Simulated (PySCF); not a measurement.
# ROCCSD(T)/STO-3G run of SiH3O (SMILES O[SiH2])

What is the energy change on altering one bond length of SiH3O at ROCCSD(T)/STO-3G? The job is set up through a Python script.

Program for the calculation: PySCF 2.14.0.

10 further runs of the same task are left out: 10 set aside as unsound or not needed.

## Step 1: The structure to begin with

SiH3O: 5 atoms, total charge 0, spin state doublet. SMILES: `O[SiH2]`. Geometry: relaxed at GFN2-xTB. This is one conformer, not always the lowest.

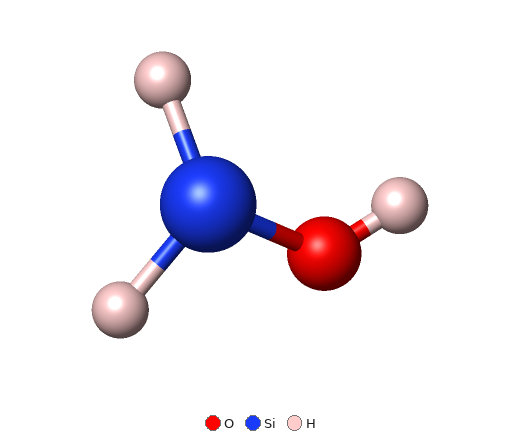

Viewed from a chosen angle; oxygen red, silicon blue, hydrogen pink.

## Step 2: A single-point energy at ROCCSD(T)/STO-3G

run.py reads:

```python
from pyscf import gto, scf, cc

system = gto.Mole()
system.atom = [
    ('O', (0.557310, -0.433760, 0.798460)),
    ('Si', (0.001930, 0.341950, -0.533940)),
    ('H', (0.725690, -1.370660, 0.814800)),
    ('H', (-1.244820, -0.253580, -1.000760)),
    ('H', (-0.040110, 1.716040, -0.078560)),
]
system.max_memory = 1860
system.spin = 1
system.basis = 'sto-3g'
system.verbose = 3
system.build()

mf = scf.ROHF(system)
mf.conv_tol = 1e-10
mf.kernel()
if not mf.converged:
    mf = mf.newton().run(mf.mo_coeff, mf.mo_occ)

mycc = cc.CCSD(mf, frozen=6)
mycc.kernel()
e_t = mycc.ccsd_t()
etot = mycc.e_tot + e_t
print(f'total energy: {etot:.8f} hartree')
```

Command:

```
$ OMP_NUM_THREADS=1 python run.py
```

The program printed:

```text
converged SCF energy = -361.125104934978

WARN: RCCSD method does not support ROHF method. ROHF object is converted to UHF object and UCCSD method is called.

E(UCCSD) = -361.2129010960011  E_corr = -0.08779616102351082
UCCSD(T) correction = -0.00178906806188031
total energy: -361.21469016 hartree
```

Wall time 0.7 s (1 thread of Arm Neoverse V2, shared host); peak memory 0.12 GiB.

## Step 3: The distorted shape, same level

run.py reads:

```python
from pyscf import gto, cc

mol = gto.Mole()
mol.atom = '''
O      1.196161    -5.493594    -0.040085
Si     0.146645    -4.027715    -2.557956
H      1.514353    -7.264079    -0.009207
H     -2.209371    -5.153104    -3.440118
H     -0.075797     3.242846    -0.148457
'''
mol.spin = 1
mol.basis = 'sto-3g'
mol.charge = 0
mol.unit = 'bohr'
mol.max_memory = 1860
mol.verbose = 3
mol.build()

mf = mol.ROHF()
mf.conv_tol = 1e-10
mf.kernel()
if not mf.converged:
    mf = mf.newton().run(mf.mo_coeff, mf.mo_occ)

mycc = cc.CCSD(mf, frozen=6)
mycc.kernel()
e_t = mycc.ccsd_t()
e_tot = mycc.e_tot + e_t
print('E(%s) = %.9f' % ('CCSD(T)', e_tot))
```

Command:

```
$ OMP_NUM_THREADS=1 python run.py
```

The program printed:

```text
converged SCF energy = -360.994290286641

WARN: RCCSD method does not support ROHF method. ROHF object is converted to UHF object and UCCSD method is called.

E(UCCSD) = -361.08407017255  E_corr = -0.08977988590848839
UCCSD(T) correction = -0.00310906973559631
E(CCSD(T)) = -361.087179242
```

Run time: 0.7 s. Hardware: 1 thread of Arm Neoverse V2, shared host; peak memory 0.12 GiB.

## Step 4: Summary of results

Level: ROCCSD(T)/STO-3G, 6 core orbitals frozen.

```
                                                          quantity          value
                                         first shape: total energy  -361.21469 Eh
                 first shape: dipole moment (Hartree–Fock density)         1.66 D
          first shape: correlation energy (6 core orbitals frozen)      -89.6 mEh
                                       first shape: (T) correction      -1.79 mEh
                    first shape: ⟨S²⟩ of the reference determinant          0.750
                                        first shape: T1 diagnostic          0.018
                                     distorted shape: total energy  -361.08718 Eh
             distorted shape: dipole moment (Hartree–Fock density)         1.54 D
      distorted shape: correlation energy (6 core orbitals frozen)      -92.9 mEh
                                   distorted shape: (T) correction      -3.11 mEh
                distorted shape: ⟨S²⟩ of the reference determinant          0.750
                                    distorted shape: T1 diagnostic          0.023
energy change with the Si2–H5 bond stretched from 1.448 to 4.055 Å       3.470 eV
```

What this shows: With the Si2–H5 bond stretched from 1.448 to 4.055 Å the energy rises by 3.47 eV (80 kcal/mol). The first shape isn't relaxed at this level, so the change isn't measured from a minimum. The minimal basis adds a large error of its own. Mulliken charges (first shape) of the mean-field density run from -0.50 on O1 to +0.67 on Si2; they depend strongly on the basis. The triples (first shape) make up 2.0 % of the correlation energy. The triples (distorted shape) make up 3.3 % of the correlation energy.
